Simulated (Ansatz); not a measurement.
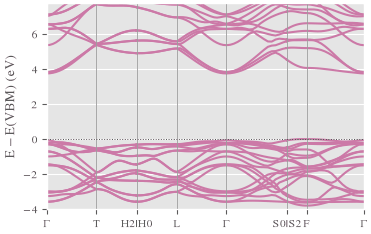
Band structure from PBEsol (plane waves, PAW; program Ansatz)

The gap is 3.75 eV; an edge lies off the plotted path or next to a special point (maximum off the standard path, minimum at Γ).

The material is SrZrO$_{3}$ in space group R3c (No. 161; Sr on 6a, Zr on 6a, O on 18b).

The start of the workflow was typed in or built on a structure type; neither database checked (COD, Materials Project) lists it. COD files the formula under space group No. 62, 63, 221, so this cell is another polymorph or a model. Its standing as an ambient phase is unchecked. The cell was relaxed with PBEsol under the symmetry of its start; of distortions, only those at the zone centre were tested. No spin polarisation was allowed. Scalar-relativistic: spin–orbit coupling is off unless named, which matters more the heavier the elements.

Potentials: the later of the program's two PAW sets.
